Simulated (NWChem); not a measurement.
# One shape, several levels: C8H18 (3-methylheptane)

Aim: a comparison of 3 runs (CAM-B3LYP/STO-3G, CAM-B3LYP/3-21G, CAM-B3LYP/6-31G) of C8H18 (3-methylheptane). 

The results are computed with NWChem 7.3.0.

## Step 1: The structure to begin with

C8H18: 26 atoms, total charge 0, spin state singlet. As SMILES, `CCCCC(C)CC`. The shape is that of a PBE0-D4/def2-TZVP optimisation. This is one conformer, not always the lowest.

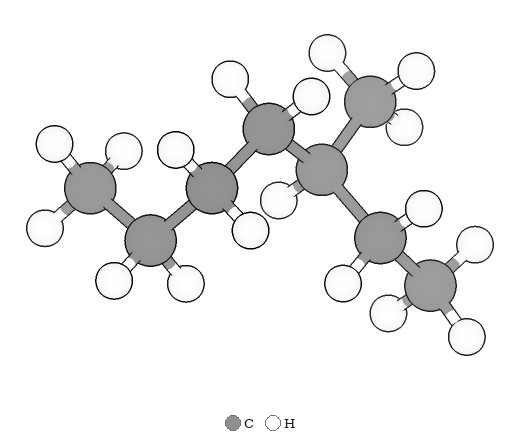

Viewed from a chosen angle; carbon grey, hydrogen white.

## Step 2: The charge distribution at CAM-B3LYP/STO-3G (run 1)

a.nw

```
echo
start a
title "C8H18"
memory total 2200 mb

geometry noautosym nocenter noautoz
  C       -1.285000      -1.675100      -2.108800
  C       -0.073600      -1.907800      -1.221000
  C       -0.369200      -1.794800       0.270200
  C       -0.927500      -0.448300       0.719400
  C       -0.093200       0.781900       0.364600
  C       -0.830700       2.040100       0.801300
  C        1.310500       0.707000       0.960300
  C        2.226700       1.852600       0.562900
  H       -1.040100      -1.832100      -3.161700
  H       -1.669800      -0.656900      -2.011100
  H       -2.098700      -2.359700      -1.851200
  H        0.332700      -2.905000      -1.419400
  H        0.720100      -1.204100      -1.495700
  H        0.542200      -2.024800       0.831300
  H       -1.090600      -2.572800       0.546700
  H       -1.930300      -0.315400       0.298500
  H       -1.066100      -0.471200       1.807700
  H        0.013400       0.821200      -0.728400
  H       -1.839600       2.065500       0.381300
  H       -0.319200       2.950400       0.483100
  H       -0.925700       2.073000       1.891800
  H        1.777700      -0.234400       0.655500
  H        1.226000       0.662200       2.053900
  H        1.875600       2.812200       0.948000
  H        3.237700       1.697900       0.946600
  H        2.296400       1.938500      -0.525800
end

basis spherical bse
  C library STO-3G
  H library STO-3G
end

dft
  xc xcamb88 1.00 lyp 0.81 vwn_5 0.19 hfexch 1.00
  cam 0.33 cam_alpha 0.19 cam_beta 0.46
  mult 1
  grid fine
  convergence energy 1e-08
  direct
  maxiter 100
  mulliken
  noprint "final vectors analysis"
end

property
  dipole
  quadrupole
  mulliken
end

task dft property
```

Run with:

```sh
$ nwchem a.nw > a.out
```

Output:

```text
[...]
          Wavefunction type:  closed shell.
          No. of atoms     :    26
          No. of electrons :    66
[...]
          Charge           :     0
          Spin multiplicity:     1
[...]
          AO basis - number of functions:    58
[...]
              XC Information
              --------------
                     Hartree-Fock (Exact) Exchange  1.000
                   CAM-Becke88 Exchange Functional  1.000
                      VWN V Correlation Functional  0.190 local
              Lee-Yang-Parr Correlation Functional  0.810
[...]
 d= 0,ls=0.0,diis     1   -311.6850654072 -7.21D+02  1.39D-02  3.94D-01     4.4
[...]
 d= 0,ls=0.0,diis     7   -311.7490553678 -1.28D-10  1.77D-07  8.23D-11    25.3
         Total DFT energy =     -311.749055367825
      One electron energy =    -1231.870770047889
           Coulomb energy =      560.694728567501
    Exchange-Corr. energy =      -50.040943256969
 Nuclear repulsion energy =      409.467929369533
[...]
      Total Density - Mulliken Population Analysis
     ---------------------------------------------
    Atom       Charge   Shell Charges
 -----------   ------   -------------------------------------------------------
    1 C    6     6.23   1.99  1.19  3.05
    2 C    6     6.14   1.99  1.17  2.97
    3 C    6     6.14   1.99  1.18  2.97
    4 C    6     6.14   1.99  1.18  2.97
    5 C    6     6.05   1.99  1.17  2.89
    6 C    6     6.23   1.99  1.19  3.05
    7 C    6     6.14   1.99  1.18  2.97
    8 C    6     6.23   1.99  1.19  3.05
    9 H    1     0.93   0.93
   10 H    1     0.93   0.93
[...]
   Dipole moment        0.0753341007 Debye(s)
             DMX        0.0006406769 DMXEFC        0.0000000000
             DMY       -0.0750209197 DMYEFC        0.0000000000
             DMZ        0.0068321210 DMZEFC        0.0000000000
   -EFC- dipole         0.0000000000 DEBYE(S)
   Total dipole         0.0753341007 DEBYE(S)
[...]
```

Run time: 26 s. Hardware: 1 thread of Intel Xeon 6975P-C (Granite Rapids), shared host; peak memory 0.13 GiB.

## Step 3: Energy and one-electron properties at CAM-B3LYP/3-21G (run 2)

c8h18.nw

```
START c8h18
TITLE "C8H18"
memory 2200 mb
charge 0

GEOMETRY units angstroms noautosym nocenter noautoz
C     -1.285000    -1.675100    -2.108800
C     -0.073600    -1.907800    -1.221000
C     -0.369200    -1.794800     0.270200
C     -0.927500    -0.448300     0.719400
C     -0.093200     0.781900     0.364600
C     -0.830700     2.040100     0.801300
C      1.310500     0.707000     0.960300
C      2.226700     1.852600     0.562900
H     -1.040100    -1.832100    -3.161700
H     -1.669800    -0.656900    -2.011100
H     -2.098700    -2.359700    -1.851200
H      0.332700    -2.905000    -1.419400
H      0.720100    -1.204100    -1.495700
H      0.542200    -2.024800     0.831300
H     -1.090600    -2.572800     0.546700
H     -1.930300    -0.315400     0.298500
H     -1.066100    -0.471200     1.807700
H      0.013400     0.821200    -0.728400
H     -1.839600     2.065500     0.381300
H     -0.319200     2.950400     0.483100
H     -0.925700     2.073000     1.891800
H      1.777700    -0.234400     0.655500
H      1.226000     0.662200     2.053900
H      1.875600     2.812200     0.948000
H      3.237700     1.697900     0.946600
H      2.296400     1.938500    -0.525800
END

BASIS spherical bse
C library 3-21G
H library 3-21G
END

DFT
xc xcamb88 1.00 lyp 0.81 vwn_5 0.19 hfexch 1.00
cam 0.33 cam_alpha 0.19 cam_beta 0.46
grid fine
convergence energy 1e-08
direct
maxiter 100
mulliken
noprint "final vectors analysis"
END

PROPERTY
dipole
quadrupole
mulliken
END

TASK dft property
```

Run with:

```sh
$ nwchem c8h18.nw > c8h18.out
```

Output:

```text
[...]
          Wavefunction type:  closed shell.
          No. of atoms     :    26
          No. of electrons :    66
[...]
          Charge           :     0
          Spin multiplicity:     1
[...]
          AO basis - number of functions:   108
[...]
              XC Information
              --------------
                     Hartree-Fock (Exact) Exchange  1.000
                   CAM-Becke88 Exchange Functional  1.000
                      VWN V Correlation Functional  0.190 local
              Lee-Yang-Parr Correlation Functional  0.810
[...]
 d= 0,ls=0.0,diis     1   -313.7139392765 -7.23D+02  5.63D-03  7.27D-01     8.9
[...]
 d= 0,ls=0.0,diis     8   -313.7920099708 -1.27D-09  2.44D-07  1.93D-10    73.4
         Total DFT energy =     -313.792009970755
      One electron energy =    -1232.514890668188
           Coulomb energy =      559.127281134718
    Exchange-Corr. energy =      -49.872329806817
 Nuclear repulsion energy =      409.467929369533
[...]
      Total Density - Mulliken Population Analysis
     ---------------------------------------------
    Atom       Charge   Shell Charges
 -----------   ------   -------------------------------------------------------
    1 C    6     6.55   1.99  0.36  1.70  1.08  1.43
    2 C    6     6.38   1.99  0.36  1.69  1.07  1.29
    3 C    6     6.37   1.99  0.36  1.69  1.06  1.28
    4 C    6     6.34   1.99  0.36  1.68  1.06  1.25
    5 C    6     6.25   1.99  0.35  1.67  1.07  1.16
    6 C    6     6.53   1.99  0.36  1.69  1.07  1.41
    7 C    6     6.36   1.99  0.36  1.69  1.06  1.26
    8 C    6     6.55   1.99  0.36  1.70  1.08  1.43
    9 H    1     0.81   0.47  0.35
   10 H    1     0.81   0.47  0.34
[...]
   Dipole moment        0.0715538540 Debye(s)
             DMX        0.0320034655 DMXEFC        0.0000000000
             DMY       -0.0564072900 DMYEFC        0.0000000000
             DMZ       -0.0302316035 DMZEFC        0.0000000000
   -EFC- dipole         0.0000000000 DEBYE(S)
   Total dipole         0.0715538540 DEBYE(S)
[...]
```

It took 74 s on 1 thread of Intel Xeon 6975P-C (Granite Rapids), shared host; peak memory 0.13 GiB.

## Step 4: The charge distribution at CAM-B3LYP/6-31G (run 3)

job.nw

```
start job
title "C8H18"
memory 2200 mb
geometry noautosym nocenter noautoz
  C     -1.285000    -1.675100    -2.108800
  C     -0.073600    -1.907800    -1.221000
  C     -0.369200    -1.794800     0.270200
  C     -0.927500    -0.448300     0.719400
  C     -0.093200     0.781900     0.364600
  C     -0.830700     2.040100     0.801300
  C      1.310500     0.707000     0.960300
  C      2.226700     1.852600     0.562900
  H     -1.040100    -1.832100    -3.161700
  H     -1.669800    -0.656900    -2.011100
  H     -2.098700    -2.359700    -1.851200
  H      0.332700    -2.905000    -1.419400
  H      0.720100    -1.204100    -1.495700
  H      0.542200    -2.024800     0.831300
  H     -1.090600    -2.572800     0.546700
  H     -1.930300    -0.315400     0.298500
  H     -1.066100    -0.471200     1.807700
  H      0.013400     0.821200    -0.728400
  H     -1.839600     2.065500     0.381300
  H     -0.319200     2.950400     0.483100
  H     -0.925700     2.073000     1.891800
  H      1.777700    -0.234400     0.655500
  H      1.226000     0.662200     2.053900
  H      1.875600     2.812200     0.948000
  H      3.237700     1.697900     0.946600
  H      2.296400     1.938500    -0.525800
end
basis spherical bse
  * library 6-31G
end
dft
  xc xcamb88 1.00 lyp 0.81 vwn_5 0.19 hfexch 1.00
  cam 0.33 cam_alpha 0.19 cam_beta 0.46
  mult 1
  grid fine
  convergence energy 1e-08
  direct
  maxiter 100
  mulliken
  noprint "final vectors analysis"
end
property
  dipole
  quadrupole
  mulliken
end
task dft property
```

Run with:

```sh
$ nwchem job.nw > job.out
```

Output:

```text
[...]
          Wavefunction type:  closed shell.
          No. of atoms     :    26
          No. of electrons :    66
[...]
          Charge           :     0
          Spin multiplicity:     1
[...]
          AO basis - number of functions:   108
[...]
              XC Information
              --------------
                     Hartree-Fock (Exact) Exchange  1.000
                   CAM-Becke88 Exchange Functional  1.000
                      VWN V Correlation Functional  0.190 local
              Lee-Yang-Parr Correlation Functional  0.810
[...]
 d= 0,ls=0.0,diis     1   -315.3418527811 -7.25D+02  6.63D-03  5.94D-01    12.0
[...]
 d= 0,ls=0.0,diis     8   -315.4193993529 -1.01D-09  2.43D-07  1.86D-10   100.9
         Total DFT energy =     -315.419399352895
      One electron energy =    -1234.666620706121
           Coulomb energy =      559.806410109837
    Exchange-Corr. energy =      -50.027118126143
 Nuclear repulsion energy =      409.467929369533
[...]
      Total Density - Mulliken Population Analysis
     ---------------------------------------------
    Atom       Charge   Shell Charges
 -----------   ------   -------------------------------------------------------
    1 C    6     6.41   2.00  0.66  2.15  0.64  0.96
    2 C    6     6.24   2.00  0.65  2.13  0.62  0.84
    3 C    6     6.25   2.00  0.65  2.13  0.63  0.84
    4 C    6     6.24   2.00  0.66  2.13  0.63  0.82
    5 C    6     6.09   2.00  0.65  2.11  0.62  0.72
    6 C    6     6.41   2.00  0.66  2.15  0.65  0.95
    7 C    6     6.24   2.00  0.66  2.13  0.63  0.83
    8 C    6     6.41   2.00  0.66  2.15  0.65  0.96
    9 H    1     0.87   0.53  0.34
   10 H    1     0.86   0.53  0.33
[...]
   Dipole moment        0.0920127329 Debye(s)
             DMX        0.0475700776 DMXEFC        0.0000000000
             DMY       -0.0687013188 DMYEFC        0.0000000000
             DMZ       -0.0385170029 DMZEFC        0.0000000000
   -EFC- dipole         0.0000000000 DEBYE(S)
   Total dipole         0.0920127329 DEBYE(S)
[...]
```

It took 1.7 min on 1 thread of Intel Xeon 6975P-C (Granite Rapids), shared host; peak memory 0.13 GiB.

## Step 5: All runs side by side

```
run             level  energy (Eh)  dipole moment (D)  wall time
  1  CAM-B3LYP/STO-3G  -311.749055               0.08       26 s
  2   CAM-B3LYP/3-21G  -313.792010               0.07       74 s
  3   CAM-B3LYP/6-31G  -315.419399               0.09    1.7 min
```

## Step 6: Results

| quantity | value |
| --- | --- |
| run 3: total energy | -315.41940 Eh |
| run 3: dipole moment | 0.09 D |

What this shows: The dipole moment (its size) runs from 0.07 D (CAM-B3LYP/3-21G) to 0.09 D (CAM-B3LYP/6-31G). In run 1 the basis is minimal, so the values are rough. All runs together took 3.4 min, the longest 1.7 min.
